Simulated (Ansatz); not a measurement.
```xyz
9

Sn   -0.9364    0.4190    0.4851
N     1.2590   -0.4617    0.0083
N    -1.7317   -0.1132   -1.1761
H     1.0149   -0.8969   -0.8785
H    -0.3557    1.9422    1.0526
H    -1.0947   -0.6415    1.8220
H     1.9884    0.2229   -0.1571
H     1.6171   -1.1722    0.6372
H    -1.7612    0.7015   -1.7935
```

The product side of a reaction path; geometry: PBE0-D4/def2-TZVP; a saddle point, not a minimum; core potentials replace the inner electrons of Sn.

Method: RKS PBE0-D4/def2-TZVPP (Ansatz 0.2.0).

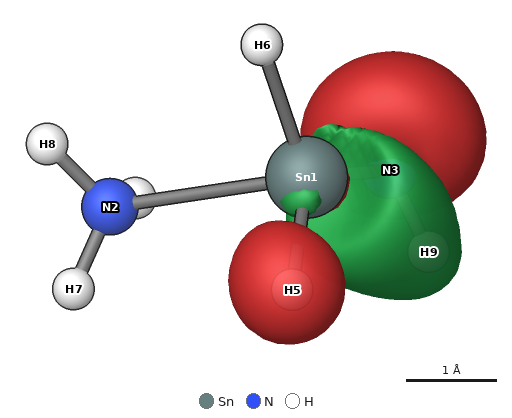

H6N2Sn. The HOMO−1 at ±0.15 Å⁻³ᐟ² (green and red are the two phases), seen from one side.

Question: Describe this orbital and give its energy.

Answer: By Hirshfeld shares it lies mainly on N3 (about 65 %), Sn1 (about 20 %) and H5 (about 10 %). Its energy is −6.44 eV.
